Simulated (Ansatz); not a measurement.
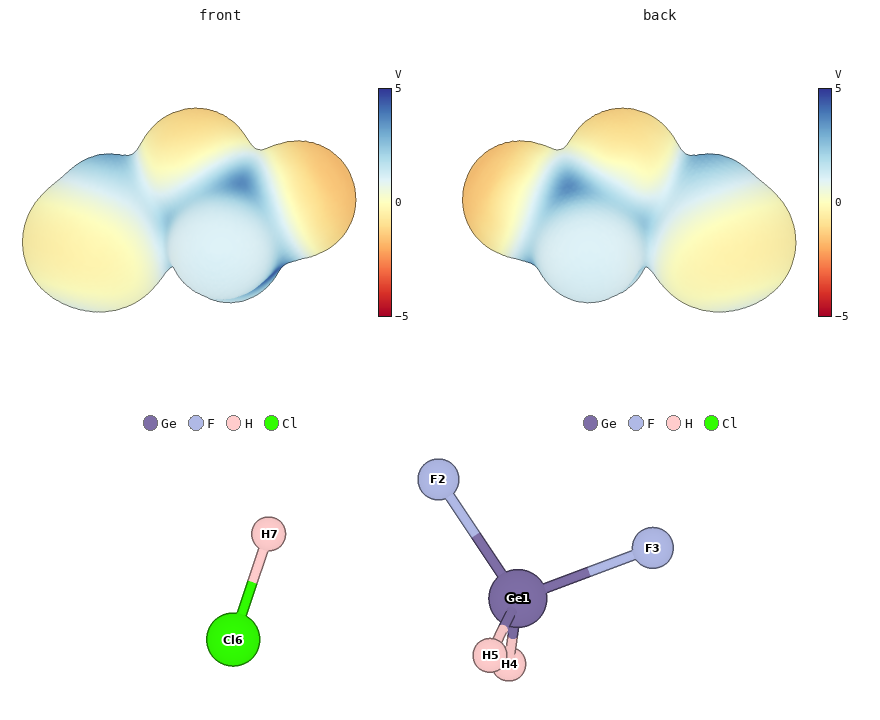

The picture shows: F₂GeH₂···HCl. The electrostatic potential painted on the density surface at 0.004 e/bohr³, seen from the front and from behind; red is negative and blue positive. The bare structure is drawn below in the same view.

Not at a stationary point (largest force 1.5 eV/Å).

Computed with RHF/def2-SVP in Ansatz.

Input

```
crystal:
  periodic: [false, false, false]
  atoms:
    - { symbol: Ge, position_ang: [0.0, 0.0, 0.0] }
    - { symbol: F, position_ang: [0.0, 0.0, 2.03] }
    - { symbol: F, position_ang: [1.5842, 0.0, -0.5594] }
    - { symbol: H, position_ang: [-0.73, 1.2648, -0.5162] }
    - { symbol: H, position_ang: [-0.73, -1.2648, -0.5162] }
    - { symbol: Cl, position_ang: [-2.3914, 0.0, 0.7946] }
    - { symbol: H, position_ang: [-1.1996, 0.0, 1.915] }
basis:
  gaussian: { orbitals: def2-SVP }
hamiltonian:
  xc: hf
relax:
  f_tol: 0.15
  max_steps: 25
  restrain:
    - { distance: [0, 5], at: 3.42, k: 30.0 }
    - { distance: [6, 1], at: 2.12, k: 30.0 }
    - { distance: [0, 1], at: 1.68, k: 30.0 }
    - { distance: [6, 5], at: 1.37, k: 30.0 }
output:
  orbitals: {}
```

Command:

```sh
ansatz run input.yaml --threads 2 --pin off --max-ram 3072MiB --backend cpu --events-out ev --progress --plain --runs-dir out
```

The fields are those of the run's last geometry, not of the input's.

Which sites attract a positive test charge, and which a negative one?

A positive charge is drawn to the negative regions and a negative charge to the positive ones. The most negative region (about −1.5 V, or −35 kcal/mol for a unit charge) lies over F3, the most positive (about +4.0 V, or +92 kcal/mol for a unit charge) over Ge1. Cl6 shows a σ-hole: about +0.8 V, or +18 kcal/mol for a unit charge at the tip opposite its bond, against about +0.4 V, or +9 kcal/mol for a unit charge on its flanks.
